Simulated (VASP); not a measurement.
Band structure of ZrB₂ (AlB2 type). Level of theory: SCAN meta-GGA, VASP's PBE PAW potentials (set 64) (plane waves; VASP).

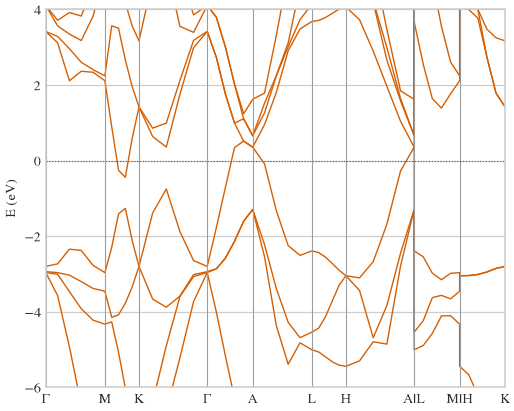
Bands along high-symmetry lines, zero at the valence-band maximum or, without a gap, the Fermi level

### Question
Read the plot: is there a gap, and where are the band edges?

### Answer
It has no gap at this level: it comes out as a metal or semimetal.

The compound is ZrB2 in the AlB2 type structure. It was relaxed first.
